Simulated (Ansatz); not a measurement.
# What W2NO2 monolayer distorts into

Aim: this structure of W2NO2 monolayer is to be tested for unstable modes, and one is followed downhill.

Main program and level: Ansatz 0.2.0; DFT LDA, scalar-relativistic, plane waves, PAW; PAW set soft_1.

### 1. The starting structure

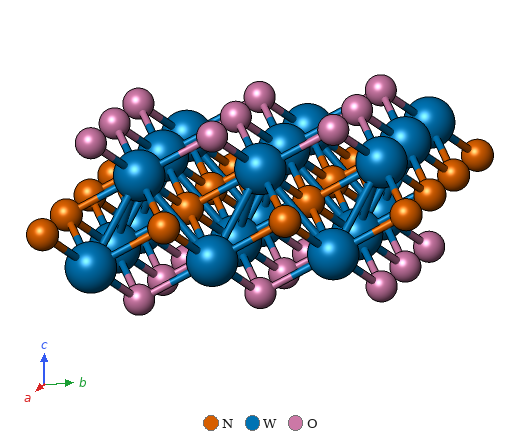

The starting structure, seen slightly off an axis (nitrogen orange, tungsten blue, oxygen pink). 3×3×1 cells are drawn. Some periodic images of atoms are drawn too.

The cell holds 5 atoms: 1 N, 2 W and 2 O. Its edges and angles: a = 3.137 Å, b = 3.137 Å, c = 32.600 Å, α = 90.0°, β = 90.0°, γ = 120.0°. Vacuum lies along c.

### 2. Response at finite wavevector

The cell comes from relaxations at this level that are not shown. Stability and thermal properties need the whole zone. Linear response on a 4×4×1 q mesh gives force constants as far as a supercell of that size would.

The input, input.yaml:

```yaml
crystal:
  lattice:
    - [3.1366917155, 0.0, 0.0]
    - [-1.5683458578, 2.7164547095, 0.0]
    - [0.0, 0.0, 32.6]
  atoms:
    - { symbol: "N", position: [0.0, 0.0, 0.3067484663] }
    - { symbol: W, position: [0.3333333333, 0.6666666667, 0.3382232602] }
    - { symbol: W, position: [0.6666666667, 0.3333333333, 0.2752736724] }
    - { symbol: O, position: [0.6666666667, 0.3333333333, 0.3694467436] }
    - { symbol: O, position: [0.3333333333, 0.6666666667, 0.244050189] }
  periodic: [true, true, false]
kpoints:
  mp_grid: { grid: [20, 20, 1] }
hamiltonian:
  xc: lda
  pseudopotentials: { kind: paw, azcp: { folder: soft_1 }, xc_functional: pbe }
scf:
  occupations: { method: methfessel_paxton, width: 0.2 }
output:
  eigenvalues: true
phonons:
  method: dfpt
  qmesh: [4, 4, 1]
  temperatures: { t_max: 1000, t_step: 50 }
  qpath:
    path:
      - [0.0, 0.0, 0.0]
      - [0.5, 0.0, 0.0]
      - [0.33333333, 0.33333333, 0.0]
      - [0.0, 0.0, 0.0]
    npoints: 10
```

On the command line:

```bash
> ansatz run input.yaml --threads 4 --pin off --max-ram 16384MiB --backend cpu --events-out ev --progress --plain --runs-dir out
```

Numbers of over 12 decimals in the logs are rounded to 6 here.

The program printed:

```text
Warning: crystal.symmetry: narrowed to the stabiliser of the run's FFT grids — unitary ops 12 → 6. A phonons.method: dfpt run fills in the rows of the dynamical matrix that it does not solve by its symmetry operations, which is exact only for operations that map its FFT grids onto themselves: filled in by any other, the frequencies could depend on the order in which like atoms are typed, or, by more than the grids' own error, on where the crystal sits among the grids' points. Excluded: 6 operations. The run can therefore solve more perturbations, solve them on more k-points, or both, and cost more. [rest of the remark cut]
Engine: ansatz 0.2.0, aarch64-unknown-linux-gnu
Pseudopotentials: kind: paw
Pseudopotential: N, paw, valence charge 5, recommended cutoff 420 eV (normal), soft_1/N.paw.azcp
Pseudopotential: W, paw, valence charge 14, recommended cutoff 420 eV (normal), soft_1/W.paw.azcp
Pseudopotential: O, paw, valence charge 6, recommended cutoff 420 eV (normal), soft_1/O.paw.azcp
Functional definition: SPW92
  exchange = slater_x
  correlation = pw_c
Crystal: 5 atoms, lattice volume = 277.774 Å³
Basis set: ecut = 420 eV, 5401 PW (Γ), exchange–correlation on 48×48×450 points (8 copies of the dense FFT grid, shifted against one another)
Bands: 28, of which v1, the nominal top of the filled ones, is band 23 counted from 1 (22 counted from 0)
Symmetry: 12 space group operations
k-points: 44 of 400 (irreducible under 6 space group operations, time reversal used)
Non-local potential: N, projectors of the file, l = 0: 2, l = 1: 2, l = 2: 1
Non-local potential: W, projectors of the file, l = 0: 3, l = 1: 2, l = 2: 2, l = 3: 1
Non-local potential: O, projectors of the file, l = 0: 2, l = 1: 2, l = 2: 1
PAW form: soft (Blöchl's): semilocal exchange-correlation on the pseudo side does not see the compensation charge
PAW frozen core: N, regenerated for the run's functional, and the local potential with it (the file was generated under x = pbe(κ = 0.804, μ = 0.219515), c = pbe(β = 0.066725))
PAW frozen core: W, regenerated for the run's functional, and the local potential with it (the file was generated under x = pbe(κ = 0.804, μ = 0.219515), c = pbe(β = 0.066725))
PAW frozen core: O, regenerated for the run's functional, and the local potential with it (the file was generated under x = pbe(κ = 0.804, μ = 0.219515), c = pbe(β = 0.066725))
PAW one-centre angular grid: N, 110 points (default); XC on 64 Gauss nodes
PAW one-centre angular grid: W, 590 points (default); XC on 64 Gauss nodes
PAW one-centre angular grid: O, 110 points (default); XC on 64 Gauss nodes
Initial density: superposition of atomic densities (neutral atoms: chi_scale 0, normalization atom)
Initial wavefunctions: pseudopotential atomic-orbital guess
Functional: x = slater, c = lda
SCF iter   1: F=—  HF=-21750.219210 eV  |F-HF|=—  |Δ(HF+E_count)|=         —  Δρ=7.29e-2  dr2=1.61e1  ethr=3.10e-3  ⟨swp⟩=13.0  Hψ=9548  notcnv=0
preconditioner: auto → LDOS  [metal: Δε(μ)=0.019 eV  Ē_g=11.927 eV  σ=0.200 eV  W_gap=0.08  n_scr=20 (ndim 8)  ℏωp=12.0 eV  f_vac=0.778  D(μ)=2.27/eV (n_scr^D=12)  β→1.0]
SCF iter   2: F=—  HF=-21748.289569 eV  |F-HF|=—  |Δ(HF+E_count)|=    1.93e0  S|Δr|=    0.00e0  Δρ=7.04e-2  dr2=1.06e1  ethr=3.10e-3  ⟨swp⟩=6.0  Hψ=5128  notcnv=0  defer=43
SCF iter   3: F=—  HF=-21745.972468 eV  |F-HF|=—  |Δ(HF+E_count)|=    2.32e0  S|Δr|=    0.00e0  Δρ=1.40e-2  dr2=5.04e-1  ethr=3.10e-3  ⟨swp⟩=4.9  Hψ=4143  notcnv=0  defer=39
SCF iter   4: F=—  HF=-21745.870406 eV  |F-HF|=—  |Δ(HF+E_count)|=   1.02e-1  S|Δr|=    0.00e0  Δρ=2.65e-3  dr2=1.88e-2  ethr=1.12e-3  ⟨swp⟩=3.0  Hψ=2851  notcnv=0  defer=44
SCF iter   5: F=—  HF=-21745.867406 eV  |F-HF|=—  |Δ(HF+E_count)|=   3.00e-3  S|Δr|=    0.00e0  Δρ=4.33e-4  dr2=4.63e-4  ethr=4.18e-5  ⟨swp⟩=3.8  Hψ=3149  notcnv=0  defer=44
SCF iter   6: F=—  HF=-21745.867431 eV  |F-HF|=—  |Δ(HF+E_count)|=   2.51e-5  S|Δr|=    0.00e0  Δρ=1.13e-4  dr2=2.06e-5  ethr=1.03e-6  ⟨swp⟩=3.4  Hψ=2876  notcnv=0  defer=44
SCF iter   7: F=—  HF=-21745.867477 eV  |F-HF|=—  |Δ(HF+E_count)|=   4.60e-5  S|Δr|=    0.00e0  Δρ=2.73e-5  dr2=1.37e-6  ethr=4.58e-8  ⟨swp⟩=3.6  Hψ=2918  notcnv=0  defer=44
SCF iter   8: F=—  HF=-21745.867310 eV  |F-HF|=—  |Δ(HF+E_count)|=   1.67e-4  S|Δr|=    0.00e0  Δρ=5.54e-6  dr2=4.69e-8  ethr=3.03e-9  ⟨swp⟩=4.2  Hψ=3246  notcnv=0  defer=44
SCF iter   9: F=—  HF=-21745.867311 eV  |F-HF|=—  |Δ(HF+E_count)|=   4.59e-7  S|Δr|=    0.00e0  Δρ=1.16e-6  dr2=2.71e-9  ethr=1.04e-10  ⟨swp⟩=3.7  Hψ=3089  notcnv=0  defer=44
SCF iter  10: F=—  HF=-21745.867311 eV  |F-HF|=—  |Δ(HF+E_count)|=   5.65e-8  S|Δr|=    0.00e0  Δρ=2.34e-7  dr2=1.15e-10  ethr=6.02e-12  ⟨swp⟩=3.8  Hψ=2928  notcnv=0  defer=44
SCF iter  11: F=-21745.867311 eV  HF=-21745.867311 eV  |F-HF|=5.46e-11  |Δ(HF+E_count)|=   5.88e-9  S|Δr|=    0.00e0  Δρ=4.30e-8  dr2=2.94e-12  ethr=1.00e-12  ⟨swp⟩=25.8  Hψ=12491  notcnv=0
SCF 1 converged in 11 iterations: F = -21745.867311 eV  dr2 = 2.94e-12
  greatest PAW one-centre occupation: 0.999 electrons in one spin orbital (limit 2), on the W atom at site 2 (counted from 0), in its partial waves of l = 0
phonons: the bands overlap, so this run is a metal and interpolates without the dipole-dipole term. If the crystal is really an insulator or semiconductor, its LO-TO splitting is missing
NSCF: frozen V_eff on 44 k-points
WARN: eigensolver did not converge (k=8): 1 band(s) unlocked after 2 eigensolves, warm-restarted (20 sweeps on the last) at ethr=1.66e-12 eV (storage-precision floor; scheduled 1.00e-12 eV) (lowest unlocked band 27, counted from 0; max residual 7.41e-6 eV among the unlocked bands, 7.41e-6 eV over every band; other slots of this pass that fall short are told together in one closing line; warning suppressed until the next SCF loop or pass starts)
WARN: eigensolver did not converge in 5 slots of this pass, the one above among them; of largest residual over every band (k=17): 1 band(s) unlocked (lowest unlocked band 27, counted from 0; max residual 5.71e-5 eV among the unlocked bands, 5.71e-5 eV over every band); of lowest unlocked band (k=8): band 27
NSCF: frozen V_eff on 111 k-points
DFPT response loops at q = (0, 0, 0) (fractional): preconditioner auto → none (partly filled bands, converged f_vac=0.788); β = 0.50; Broyden in place of MSR1
NSCF: frozen V_eff on 420 k-points
DFPT response loops at q = (0, 0.25, 0) (fractional): mixed as the last ones told, above
NSCF: frozen V_eff on 222 k-points
DFPT response loops at q = (0, -0.5, 0) (fractional): mixed as the last ones told, above
NSCF: frozen V_eff on 800 k-points
DFPT response loops at q = (0.25, 0.25, 0) (fractional): mixed as the last ones told, above
SCF converged after 11 iterations
Stability not checked: this state was not tested for a lower state beside it, because cold or Methfessel-Paxton smearing, or corrected tetrahedra, fill the levels in a way that the test cannot read (fill_not_monotonic; see scf.lower_state_search)
Free energy (F): -21745.867311 eV
Harris-Foulkes:  -21745.867311 eV  (|F-HF|=5.46e-11)
Internal energy: -21745.866150 eV  (E = F + TS)
E sigma→0 (E₀):  -21745.867021 eV
Entropy (-TS):   -0.001161 eV (-0.232 meV/atom)
Fermi energy:    -5.748076 eV
--- Per-component energies (eV) ---
  E_band       = -1270.730522
  E_kinetic    = 1315.575286
  E_local      = -142347.382302  (includes V_loc(G=0)·N_el)
  E_nonlocal   = 106.561920
  E_hartree    = 70408.934229
  E_xc         = -731.750027
  E_vxc        = -719.504260  (∫ρ·V_xc dr)
  E_paw        = -17071.160322  (= ΣΔE_a)
  E_vpaw       = -443.852512  (= ΣTr[D̂ρ^β])
  E_aug_tail   = 0.002750  (compensation charges beyond the density's cutoff)
  E_ewald      = 66572.511931
  E_core_change = 0.840386  (= ΣΔE_core)
  E_smearing   = -0.001161  (= −TS)
  E_closure    = 0.000000  (closes the sum)
  Σ components = -21745.867311   (vs F -21745.867311, Δ=0.00e0)
--- Band table (eV; the first three rows and the last of 44) ---
  k-point 0: bands = [... 19 lower, -9.5371, -8.6266, -8.6266, -6.4369, -4.6114, -4.6114, -4.3270, -2.8094, ... 1 higher]
  k-point 1: bands = [... 19 lower, -9.4638, -8.4167, -8.4009, -6.4770, -4.5852, -4.5475, -4.3040, -2.9088, ... 1 higher]
  k-point 2: bands = [... 19 lower, -9.3263, -8.1554, -7.9886, -6.5169, -4.4957, -4.4020, -4.2320, -3.0887, ... 1 higher]
  k-point 43: bands = [... 19 lower, -10.4390, -6.9355, -6.7237, -6.5410, -3.8584, -3.7114, -3.1575, -1.5258, ... 1 higher]
--- Phonons (Γ-DFPT): 10 representative perturbations + reference (Σ response iterations 56) ---
  ASR residual: 5.062e-5 → 0.000e0 eV/Å²; symmetrization residual: 4.394e-6 eV/Å²
  The last average, over the group as it would stand without the narrowing to the FFT grids, took up to 2.130e-6 eV/Å² of the zone centre's force constants
  ASR residual per site (eV/Å²): 1.92e-5 5.06e-5 4.85e-5 3.99e-5 3.57e-5
  Γ frequencies (cm⁻¹): 0.00 0.00 0.00 118.54 118.54 234.38 391.22 391.22 427.75 427.75 463.60 541.79 552.50 716.35 716.35
--- Phonons (arbitrary-q DFPT): 4 irreducible q on the 4×4×1 mesh ---
  q = [0.0000, 0.0000, 0.0000] (star 1, of the zone-centre solve; hermiticity 2.64e-7, symmetrization 5.15e-11, taken by the last average 6.41e-8): -0.00 0.00 0.00 118.54 118.54 234.38 391.22 391.22 427.75 427.75 463.60 541.79 552.50 716.35 716.35
  q = [0.0000, 0.2500, 0.0000] (star 6, 15 solved perturbations on 210 of 400 k-point pairs; hermiticity 2.97e-7, symmetrization 1.11e-10, taken by the last average 1.27e-7): -139.14 -86.39 60.30 125.38 132.32 196.40 351.30 395.34 420.37 446.03 480.87 504.41 535.99 717.80 727.09
  q = [0.0000, -0.5000, 0.0000] (star 3, 15 solved perturbations on 111 of 400 k-point pairs; hermiticity 1.79e-7, symmetrization 9.61e-11, taken by the last average 9.04e-8): -134.58 -43.98 136.63 144.13 151.20 238.08 408.22 418.47 419.81 441.09 455.91 493.71 515.88 691.70 724.51
  q = [0.2500, 0.2500, 0.0000] (star 6, 10 solved perturbations in 3050 linear systems a pass and spin channel, the states on 400 of 400 k-point pairs; hermiticity 1.97e-7, symmetrization 5.55e-11, taken by the last average 1.62e-7): -144.09 22.49 118.62 131.92 153.92 232.12 369.03 423.48 425.93 427.32 472.95 482.42 525.45 718.99 744.19
  sum rule: each row above includes the acoustic sum rule's correction from the zone centre's row sums; it moved no ω² by more than (0.82 cm⁻¹)²
  mesh force constants: q→R imaginary residual 5.90e-18; ASR residual 5.062e-5 → 0.000e0 eV/Å²; symmetrization residual 1.066e-14 eV/Å²
  interpolated dispersion: 31 rows × 15 modes
  density of states and harmonic sums: on the 24×24×1 q-mesh, interpolated from the force constants of a 4×4×1 supercell (no non-analytic term)
  largest difference from the sums on the solved wave vectors: F 6.89e-2 eV, S 8.94e-5 and C_V 2.08e-5 eV/K
  zero-point energy: 0.320805 eV/cell   skipped modes (ω ≤ 0): 117, of them read as no rigid motion or as one in doubt: 114 (1.920e0 modes/cell left out, lowest -162.65 cm⁻¹)   left out of the sums: 1.28e-1 of the cell's modes: C_V's classical limit lies that fraction below 3 k_B per atom; for a crystal, a wire or a layer, F and S can be off by more, and a phonons.interpolated_qmesh denser along its periods is the remedy for the sampling
```

Elapsed: 35 min, on 4 threads of Arm Neoverse V1, shared host; peak memory 5.5 GiB; 2.3 h of CPU time.

The column dr2 measures how far the density is from self-consistency, as an energy; F and HF (Harris–Foulkes) agree once it is small.

This step gave:

- gap on the k-mesh: 0 eV
- sum-rule residual before enforcement: 5.06e-5 eV/Å²
- lowest frequency on the path: -162.6 cm⁻¹
- point group: -3m
- highest frequency on the path or at a solved wavevector: 747.4 cm⁻¹
- area per atom: 1.704 Å²
- highest optical mode at the zone centre (no LO-TO term): 716.4 cm⁻¹
- lowest optical zone-centre mode: 118.5 cm⁻¹
- lowest mode on the q mesh (acoustic modes at Γ apart): -144.1 cm⁻¹

Frequencies (cm⁻¹) solved at each irreducible wavevector; negative means imaginary. Frequencies by wavevector, by row:

```
q in reciprocal lattice units  star  mode 1  mode 2  mode 3  mode 4  mode 13  mode 14  mode 15
                        0 0 0     1       0       0       0   118.5    552.5    716.4    716.4
                     0 0.25 0     6  -139.1   -86.4    60.3   125.4      536    717.8    727.1
                     0 -0.5 0     3  -134.6     -44   136.6   144.1    515.9    691.7    724.5
                  0.25 0.25 0     6  -144.1    22.5   118.6   131.9    525.5      719    744.2
```

Interpolated from a 4×4×1 q mesh. The phonon branches at the labelled points (cm⁻¹):

```
point  branch 1  branch 2  branch 3  branch 4  branch 12  branch 13  branch 14  branch 15
    Γ         0         0         0       118        542        552        716        716
    M      -135       -44       137       144        494        516        692        724
    K       -51        43        43       144        474        528        743        743
    Γ         0         0         0       118        542        552        716        716
```

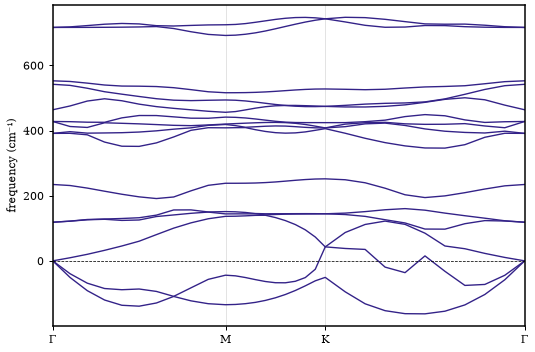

Phonon branches along the path.

Symmetry leaves 4 wavevectors to solve. The lowest mode among them, the acoustic zeros apart, lies at q = (0.25, 0.25, 0) and is imaginary, 144.1i cm⁻¹, so the energy falls along it. Between them the interpolated path dips to 163i cm⁻¹.

### 3. The mode frozen in, largest atomic shift 0 Å

The mode followed lies at q = (0, -0.5, 0) with frequency 134.6i cm⁻¹, one of the unstable modes though not the softest. At small amplitude the distorted cell has space group no. 11 by a symmetry search on the positions. The undistorted cell that holds it gives the zero of energy on the same k mesh.

System of this step: W2NO2 monolayer. The cell holds 10 atoms: 2 N, 4 W and 4 O. Its edges and angles: a = 3.137 Å, b = 5.433 Å, c = 32.600 Å, α = 90.0°, β = 90.0°, γ = 90.0°. It derives from W2NO2. Vacuum lies along c.

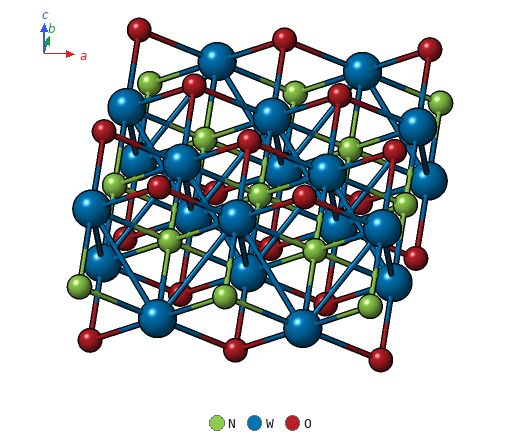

The cell of this step (nitrogen green, tungsten blue, oxygen red). 2×2×1 cells are drawn. Some periodic images of atoms are drawn too.

The input, input.yaml:

```yaml
crystal:
  lattice:
    - [3.1366917155, 0.0, 0.0]
    - [0.0, 5.4329094189, 0.0]
    - [0.0, 0.0, 32.6]
  atoms:
    - { symbol: "N", position: [0.5, 0.5, 0.3067484663] }
    - { symbol: "N", position: [0.0, 0.0, 0.3067484663] }
    - { symbol: W, position: [0.0, 0.3333333333, 0.3382232602] }
    - { symbol: W, position: [0.5, 0.8333333333, 0.3382232602] }
    - { symbol: W, position: [0.5, 0.1666666667, 0.2752736724] }
    - { symbol: W, position: [1.0, 0.6666666667, 0.2752736724] }
    - { symbol: O, position: [0.5, 0.1666666667, 0.3694467436] }
    - { symbol: O, position: [1.0, 0.6666666667, 0.3694467436] }
    - { symbol: O, position: [0.0, 0.3333333333, 0.244050189] }
    - { symbol: O, position: [0.5, 0.8333333333, 0.244050189] }
  periodic: [true, true, false]
kpoints:
  mp_grid: { grid: [12, 8, 1] }
hamiltonian:
  xc: lda
  pseudopotentials: { kind: paw, azcp: { folder: soft_1 }, xc_functional: pbe }
scf:
  occupations: { method: methfessel_paxton, width: 0.2 }
output:
  forces: true
  stress: true
  eigenvalues: true
```

The program printed:

```text
[...]
Crystal: 10 atoms, lattice volume = 555.548 Å³
Basis set: ecut = 420 eV, 10877 PW (Γ)
Bands: 55, of which v1, the nominal top of the filled ones, is band 45 counted from 1 (44 counted from 0)
Symmetry: 8 space group operations
[...]
k-points: 35 of 96
[...]
k-point 0: bands = [... 41 lower, -8.6261, -8.1547, -6.4369, -5.8229, -5.6346, -4.6118, -4.6112, -4.4066, ... 6 higher]
  k-point 1: bands = [... 41 lower, -8.3033, -8.1762, -6.4927, -5.9210, -5.6071, -4.5694, -4.5157, -4.2910, ... 6 higher]
  k-point 2: bands = [... 41 lower, -8.0788, -7.7776, -6.4921, -6.1768, -5.5756, -4.4200, -4.3318, -4.2412, ... 6 higher]
  k-point 34: bands = [... 41 lower, -8.1538, -5.8238, -5.8238, -5.6355, -5.6355, -4.4077, -4.4077, -4.0460, ... 6 higher]
[key lines of the parts left out:]
SCF converged after 9 iterations
Free energy (F): -43491.735292 eV
Fermi energy:    -5.745647 eV
P = ½ c Tr σ = 0.0117 N/m
```

Wall time 25 s (4 threads); peak memory 1.4 GiB.

Numbers from this step:

| Item | Value |
| --- | --- |
| energy from the undistorted cell | 0 meV/atom |

### 4. The mode frozen in, largest atomic shift 0.22 Å

The atoms are moved along the unstable eigenvector, the largest shift by 0.22 Å, with the cell fixed.

input.yaml, the sections that differ from step 3:

```yaml
crystal:
  lattice:
    - [3.1366917155, 0.0, 0.0]
    - [0.0, 5.4329094189, 0.0]
    - [0.0, 0.0, 32.6]
  atoms:
    - { symbol: "N", position: [0.5, 0.5083391538, 0.3133522826] }
    - { symbol: "N", position: [0.0, -0.0083391538, 0.3001446499] }
    - { symbol: W, position: [0.0, 0.3156589017, 0.3385516608] }
    - { symbol: W, position: [0.5, 0.851007765, 0.3378948596] }
    - { symbol: W, position: [0.5, 0.1843410983, 0.2749452717] }
    - { symbol: W, position: [1.0, 0.648992235, 0.275602073] }
    - { symbol: O, position: [0.5, 0.1656166545, 0.3728033571] }
    - { symbol: O, position: [1.0, 0.6677166788, 0.3660901301] }
    - { symbol: O, position: [0.0, 0.3343833455, 0.2406935755] }
    - { symbol: O, position: [0.5, 0.8322833212, 0.2474068025] }
  periodic: [true, true, false]
# kpoints, hamiltonian, scf, output: as in step 3
```

The program printed:

```text
[...]
Crystal: 10 atoms, lattice volume = 555.548 Å³
Basis set: ecut = 420 eV, 10877 PW (Γ)
Bands: 55, of which v1, the nominal top of the filled ones, is band 45 counted from 1 (44 counted from 0)
Symmetry: 4 space group operations
[...]
k-points: 35 of 96
[...]
k-point 0: bands = [... 41 lower, -8.5308, -8.0501, -6.7062, -6.0193, -5.8966, -4.7927, -4.6744, -4.5743, ... 6 higher]
  k-point 1: bands = [... 41 lower, -8.3481, -7.9416, -6.7750, -6.0871, -6.0431, -4.7138, -4.6070, -4.5380, ... 6 higher]
  k-point 2: bands = [... 41 lower, -7.9671, -7.6928, -6.8393, -6.3813, -6.1812, -4.5518, -4.5025, -4.4023, ... 6 higher]
  k-point 34: bands = [... 41 lower, -8.1309, -5.9481, -5.9481, -5.7273, -5.7273, -4.7298, -4.7298, -4.0202, ... 6 higher]
[key lines of the parts left out:]
SCF converged after 10 iterations
Free energy (F): -43491.856974 eV
Fermi energy:    -6.000771 eV
P = ½ c Tr σ = -3.0478 N/m
```

Run time: 26 s. Hardware: 4 threads; peak memory 1.4 GiB.

Numbers from this step:

| Quantity | Value |
| --- | --- |
| energy from the undistorted cell | -12.23 meV/atom |

The energy, extrapolated to zero smearing, is -12.23 meV/atom against the undistorted cell.

(Continued in part 2 of 3.)

[Logs are printed without paths, hosts, clocks, repeated set-up lines and the standing remarks that a program may print on its own settings, such as how far it seeks lower states.]

[Hosts, paths, dates, database ids (printed as entryN), source tags and the programs' standing remarks are cut or masked in the printed files.]
